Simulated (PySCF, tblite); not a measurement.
# C3H13PSi2: dynamics, then NMR shifts on frames, part 2 of 2

tblite 0.8.0 and PySCF 2.14.0. Atoms count from 0. The steps go on from the part before.

### 5 NMR shieldings: 625 fs, PBE0/pcSseg-1

Job settings and geometry (Å):

```
{"job": {"kind": "nmr", "xc": "PBE0", "basis": "pcSseg-1", "pop": false}, "charge": 0, "multiplicity": 1}
C     -2.141500     0.769200     0.842000
C     -2.079000    -0.739600     0.382500
C     -0.786000    -1.027400    -0.277100
Si     0.750900    -0.583300     0.733800
P      2.021700     0.484300    -0.765100
Si     4.116500     0.299000     0.153600
H     -1.770900     0.953500     1.810500
H     -3.133800     1.098800     0.793800
H     -1.473800     1.249800     0.143800
H     -3.031000    -1.129300    -0.240800
H     -2.087200    -1.392700     1.226900
H     -0.548400    -0.537100    -1.234400
H     -0.790900    -2.054100    -0.664500
H      1.667900    -1.797800     1.051000
H      0.569300     0.165700     2.140200
H      1.695300     1.706800    -0.170200
H      4.256700     1.405800     1.195000
H      5.071300     0.670600    -0.980900
H      4.175600    -0.952800     0.867400
```

Level: GIAO PBE0/pcSseg-1 NMR shielding, non-relativistic, gas phase.

The log of the run:

```text
coarse grid: 16192 points
cycle   1  E = -1041.7886479084  dE =  7.077e-02  |g| = 3.920e-01  |ddm| = 3.706e+00
cycle   2  E = -1041.7775051501  dE =  1.114e-02  |g| = 4.439e-01  |ddm| = 8.127e-01
cycle   3  E = -1041.8303623176  dE = -5.286e-02  |g| = 4.538e-02  |ddm| = 4.660e-01
cycle   4  E = -1041.8308177597  dE = -4.554e-04  |g| = 1.950e-02  |ddm| = 6.968e-02
cycle   5  E = -1041.8309142191  dE = -9.646e-05  |g| = 4.140e-03  |ddm| = 2.300e-02
cycle   6  E = -1041.8309184899  dE = -4.271e-06  |g| = 7.842e-04  |ddm| = 5.872e-03
final grid: 139240 points
cycle   7  E = -1041.8663150284  dE = -3.472e-05  |g| = 6.924e-03  |ddm| = 2.985e-02
cycle   8  E = -1041.8663095996  dE =  5.429e-06  |g| = 8.198e-03  |ddm| = 1.312e-02
cycle   9  E = -1041.8663270897  dE = -1.749e-05  |g| = 6.318e-04  |ddm| = 7.502e-03
cycle  10  E = -1041.8663271792  dE = -8.945e-08  |g| = 2.028e-04  |ddm| = 8.156e-04
cycle  11  E = -1041.8663271899  dE = -1.070e-08  |g| = 3.541e-05  |ddm| = 2.202e-04
cycle  12  E = -1041.8663271902  dE = -2.908e-10  |g| = 8.662e-06  |ddm| = 5.103e-05
converged SCF energy = -1041.8663271902

GIAO shielding tensors (ppm)
atom      isotropic    diamagn.    paramagn.     s11        s22        s33       span
  0 C      170.528     250.581     -80.053    146.556    174.327    190.701     44.145
  1 C      161.758     246.283     -84.525    144.889    166.437    173.948     29.058
  2 C      158.743     255.930     -97.187    144.889    147.916    183.422     38.533
  3 Si     384.466     881.088    -496.622    340.904    372.275    440.218     99.314
  4 P      633.434     970.663    -337.229    547.544    657.517    695.241    147.698
  5 Si     424.638     879.503    -454.866    392.075    413.313    468.525     76.450
  6 H       30.879      32.275      -1.396     26.736     30.084     35.816      9.080
  7 H       31.177      30.208       0.970     26.157     28.522     38.854     12.697
  8 H       31.561      32.529      -0.968     26.986     32.447     35.250      8.264
  9 H       27.855      27.012       0.844     22.463     25.690     35.413     12.950
 10 H       30.380      31.082      -0.702     26.449     29.239     35.454      9.005
 11 H       30.010      33.774      -3.764     24.970     30.862     34.197      9.227
 12 H       29.549      31.984      -2.435     24.491     28.627     35.530     11.038
 13 H       26.392      30.362      -3.970     22.167     26.195     30.815      8.648
 14 H       25.505      29.296      -3.790     21.687     25.524     29.304      7.617
 15 H       30.358      32.192      -1.835     24.448     28.613     38.012     13.564
 16 H       26.696      27.695      -0.999     22.670     25.361     32.057      9.388
 17 H       26.485      27.286      -0.801     22.522     24.258     32.674     10.152
 18 H       27.646      29.145      -1.498     23.477     26.970     32.492      9.015
```

Run time: 29 s. Hardware: 1 thread of Intel Xeon Platinum 8488C, shared host; peak memory 0.91 GiB.

In short: δ C2 28.2, C1 25.2, C0 16.4, Si3 -35.3, H14 6.21, H13 5.32 ppm.

### 6 NMR shieldings: 800 fs, PBE0/pcSseg-1

Job settings and geometry (Å):

```
{"job": {"kind": "nmr", "xc": "PBE0", "basis": "pcSseg-1", "pop": false}, "charge": 0, "multiplicity": 1}
C     -2.453900     0.857600     0.780400
C     -2.155000    -0.630900     0.405400
C     -0.958200    -0.676600    -0.584800
Si     0.858500    -0.584700     0.205400
P      2.028200     1.094500    -0.601300
Si     3.943100     1.285900     0.570800
H     -3.310000     0.818500     1.567600
H     -2.767600     1.508700    -0.007800
H     -1.550200     1.302400     1.244900
H     -3.130800    -0.942800    -0.072800
H     -2.090400    -1.180600     1.329000
H     -0.998400    -0.007400    -1.426700
H     -0.903700    -1.676300    -1.046300
H      1.483200    -1.802300    -0.312100
H      0.870300    -0.757800     1.684900
H      1.432900     2.288800    -0.115700
H      3.733700     2.142100     1.744300
H      4.778000     2.118900    -0.273600
H      4.451500    -0.052100     0.924700
```

Level: GIAO PBE0/pcSseg-1 NMR shielding, non-relativistic, gas phase.

The log of the run:

```text
coarse grid: 16192 points
cycle   1  E = -1041.8156897257  dE = -3.582e-02  |g| = 3.574e-01  |ddm| = 3.682e+00
cycle   2  E = -1041.8048129512  dE =  1.088e-02  |g| = 4.140e-01  |ddm| = 7.474e-01
cycle   3  E = -1041.8513930405  dE = -4.658e-02  |g| = 3.893e-02  |ddm| = 4.211e-01
cycle   4  E = -1041.8517266264  dE = -3.336e-04  |g| = 1.767e-02  |ddm| = 5.885e-02
cycle   5  E = -1041.8518081783  dE = -8.155e-05  |g| = 4.090e-03  |ddm| = 2.226e-02
cycle   6  E = -1041.8518120982  dE = -3.920e-06  |g| = 9.508e-04  |ddm| = 4.896e-03
final grid: 139240 points
cycle   7  E = -1041.8868947125  dE = -2.365e-05  |g| = 6.793e-03  |ddm| = 2.337e-02
cycle   8  E = -1041.8868879399  dE =  6.773e-06  |g| = 8.401e-03  |ddm| = 1.356e-02
cycle   9  E = -1041.8869067467  dE = -1.881e-05  |g| = 4.974e-04  |ddm| = 7.749e-03
cycle  10  E = -1041.8869067966  dE = -4.989e-08  |g| = 1.722e-04  |ddm| = 6.095e-04
cycle  11  E = -1041.8869068042  dE = -7.568e-09  |g| = 3.368e-05  |ddm| = 1.789e-04
cycle  12  E = -1041.8869068045  dE = -2.742e-10  |g| = 6.416e-06  |ddm| = 4.216e-05
converged SCF energy = -1041.8869068045

GIAO shielding tensors (ppm)
atom      isotropic    diamagn.    paramagn.     s11        s22        s33       span
  0 C      161.201     247.675     -86.474    146.633    154.754    182.215     35.582
  1 C      159.842     243.144     -83.302    148.573    158.155    172.798     24.224
  2 C      169.560     252.601     -83.042    157.721    162.720    188.239     30.519
  3 Si     393.151     881.499    -488.348    344.413    389.768    445.273    100.860
  4 P      625.914     970.475    -344.561    536.737    613.001    728.003    191.266
  5 Si     434.648     879.112    -444.464    395.355    436.256    472.332     76.976
  6 H       28.838      26.485       2.352     24.266     26.061     36.186     11.920
  7 H       30.810      30.722       0.088     27.703     28.664     36.064      8.361
  8 H       30.269      31.382      -1.114     25.940     30.590     34.275      8.335
  9 H       28.880      27.986       0.894     23.698     27.202     35.741     12.043
 10 H       30.370      31.008      -0.639     26.258     28.843     36.009      9.751
 11 H       31.206      33.661      -2.455     26.964     30.805     35.848      8.884
 12 H       29.675      31.788      -2.113     23.481     29.161     36.383     12.903
 13 H       27.461      31.253      -3.792     23.133     26.724     32.526      9.393
 14 H       26.974      30.905      -3.931     22.872     26.454     31.596      8.723
 15 H       30.087      32.007      -1.920     23.512     28.428     38.321     14.809
 16 H       27.349      28.285      -0.936     23.199     25.831     33.017      9.818
 17 H       27.614      28.062      -0.448     23.210     25.646     33.984     10.774
 18 H       27.485      27.807      -0.322     23.684     25.872     32.897      9.213
```

Run time: 29 s. Hardware: 1 thread of Intel Xeon Platinum 8488C, shared host; peak memory 0.9 GiB.

In short: δ C1 27.1, C0 25.7, C2 17.4, Si3 -44.0, H14 4.74, H16 4.37 ppm.

### 7 NMR shieldings: 1000 fs, PBE0/pcSseg-1

Job settings and geometry (Å):

```
{"job": {"kind": "nmr", "xc": "PBE0", "basis": "pcSseg-1", "pop": false}, "charge": 0, "multiplicity": 1}
C     -1.472400     1.379700     0.326600
C     -1.970600    -0.061100    -0.170500
C     -0.782600    -0.838500    -0.735000
Si     1.003100    -0.820500     0.070500
P      2.036400     1.019700    -1.017700
Si     3.649900     1.030000     0.547900
H     -2.304200     2.021300     0.190600
H     -0.684900     1.734000    -0.423600
H     -1.037800     1.335700     1.332900
H     -2.711200     0.043800    -0.879100
H     -2.450500    -0.463800     0.734500
H     -0.696900    -0.492400    -1.735500
H     -1.051000    -1.880200    -0.892800
H      1.457300    -2.182400    -0.332500
H      1.002900    -1.039600     1.508700
H      1.177500     1.781200    -0.235600
H      3.456500     0.919600     2.002100
H      3.848200     2.497600     0.376400
H      4.675600     0.119800     0.011500
```

With the program's defaults for keys left out, this is: GIAO PBE0/pcSseg-1 NMR shielding, non-relativistic, gas phase.

The log of the run:

```text
coarse grid: 16192 points
cycle   1  E = -1041.7803794163  dE =  3.887e-02  |g| = 3.938e-01  |ddm| = 3.729e+00
cycle   2  E = -1041.7640597378  dE =  1.632e-02  |g| = 4.632e-01  |ddm| = 8.559e-01
cycle   3  E = -1041.8231430835  dE = -5.908e-02  |g| = 4.067e-02  |ddm| = 5.041e-01
cycle   4  E = -1041.8235214796  dE = -3.784e-04  |g| = 1.723e-02  |ddm| = 6.417e-02
cycle   5  E = -1041.8236012887  dE = -7.981e-05  |g| = 4.288e-03  |ddm| = 2.195e-02
cycle   6  E = -1041.8236057815  dE = -4.493e-06  |g| = 8.694e-04  |ddm| = 4.741e-03
final grid: 139240 points
cycle   7  E = -1041.8600050596  dE = -3.513e-05  |g| = 7.544e-03  |ddm| = 2.831e-02
cycle   8  E = -1041.8599969691  dE =  8.090e-06  |g| = 9.229e-03  |ddm| = 1.601e-02
cycle   9  E = -1041.8600199266  dE = -2.296e-05  |g| = 5.139e-04  |ddm| = 9.390e-03
cycle  10  E = -1041.8600199882  dE = -6.151e-08  |g| = 2.044e-04  |ddm| = 8.771e-04
cycle  11  E = -1041.8600199998  dE = -1.166e-08  |g| = 3.885e-05  |ddm| = 2.578e-04
cycle  12  E = -1041.8600200001  dE = -3.261e-10  |g| = 7.737e-06  |ddm| = 5.171e-05
converged SCF energy = -1041.8600200001

GIAO shielding tensors (ppm)
atom      isotropic    diamagn.    paramagn.     s11        s22        s33       span
  0 C      161.419     251.084     -89.664    146.204    164.094    173.960     27.756
  1 C      165.238     246.769     -81.531    152.052    166.663    176.997     24.945
  2 C      164.775     251.433     -86.657    153.655    161.914    178.758     25.103
  3 Si     384.973     881.064    -496.091    319.818    372.715    462.385    142.567
  4 P      664.321     969.768    -305.447    535.608    648.790    808.565    272.957
  5 Si     437.534     878.033    -440.499    363.711    422.507    526.382    162.672
  6 H       30.596      30.599      -0.003     25.779     28.450     37.559     11.780
  7 H       29.278      32.132      -2.854     23.858     28.495     35.480     11.622
  8 H       30.223      31.664      -1.441     27.301     28.890     34.477      7.176
  9 H       31.471      32.462      -0.991     26.134     29.481     38.797     12.663
 10 H       29.955      30.654      -0.699     25.602     27.891     36.371     10.769
 11 H       31.522      34.141      -2.619     27.315     31.448     35.802      8.487
 12 H       30.277      31.591      -1.314     24.089     29.258     37.484     13.395
 13 H       27.072      30.470      -3.398     23.340     25.712     32.165      8.826
 14 H       27.393      31.363      -3.970     24.246     26.104     31.828      7.581
 15 H       30.857      32.827      -1.970     23.814     28.051     40.706     16.892
 16 H       27.498      27.887      -0.389     23.832     26.161     32.502      8.671
 17 H       26.447      26.841      -0.393     21.554     24.540     33.248     11.695
 18 H       27.547      27.589      -0.042     23.325     25.181     34.136     10.810
```

Run time: 31 s. Hardware: 1 thread of Intel Xeon Platinum 8488C, shared host; peak memory 0.9 GiB.

Key values: δ C0 25.5, C2 22.1, C1 21.7, Si3 -35.8, H17 5.27, H13 4.64 ppm.

### 8 Side by side: NMR shifts

Shifts (ppm) of some atoms, chosen among heavy atoms and hydrogens apart, with basis size and wall time:

```csv
frame,C0,C2,H9,H10,Si3,Si5,P4,functions,time
250 fs,24.6,24.3,1.98,-0.04,-45.9,-84.3,-338.2,188,34 s
425 fs,18.1,33.8,2.08,2.88,-43.8,-90.9,-317.9,188,31 s
625 fs,16.4,28.2,3.86,1.34,-35.3,-75.5,-315.1,188,29 s
800 fs,25.7,17.4,2.84,1.35,-44.0,-85.5,-307.5,188,29 s
1000 fs,25.5,22.1,0.25,1.76,-35.8,-88.4,-345.9,188,31 s
```

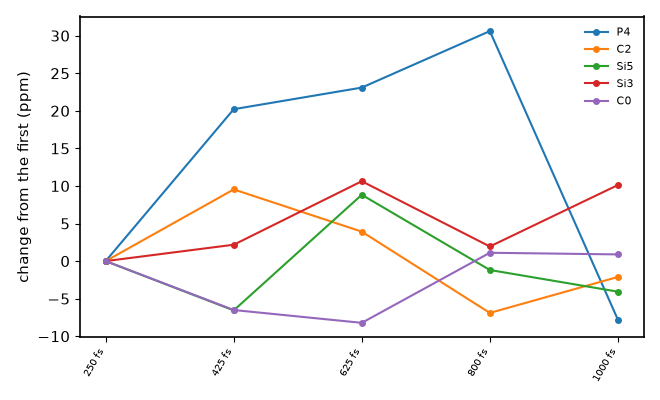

How five of the tabulated atoms move from run to run.

### 9 Results

This closing draws on all 2 parts.

```
                                        quantity                                                                               value
                                      thermostat                                                                               400 K
                   mean temperature, second half                                                                               433 K
         mean potential energy above the minimum                                                                             0.97 eV
  13C shifts against TMS (PBE0/pcSseg-1, 250 fs)                                                                25.8, 24.6, 24.3 ppm
   1H shifts against TMS (PBE0/pcSseg-1, 250 fs)  5.39, 5.02, 4.40, 4.35, 4.23, 2.07, 1.98, 1.85, 1.33, 0.73, 0.06, -0.04, -0.80 ppm
 29Si shifts against TMS (PBE0/pcSseg-1, 250 fs)                                                                    -45.9, -84.3 ppm
31P shifts against H3PO4 (PBE0/pcSseg-1, 250 fs)                                                                          -338.2 ppm
                        range of the shift of P4                                                                -345.9 to -307.5 ppm
```

**Reading.** In the second half the potential energy averages 0.97 eV above the minimum; equipartition over 51 harmonic modes at 400 K would give 0.88 eV. With 19 atoms the temperature swings widely (186 to 551 K). Shifts at one fixed geometry are not the observed spectrum, which averages over the motion. In the first frame run (250 fs): Shielding is most anisotropic at P4 (span 166 ppm, paramagnetic term -315 ppm). In ppm, P4 moves most: its shift spreads over 38.4 ppm, from -345.9 (1000 fs) to -307.5 (800 fs).
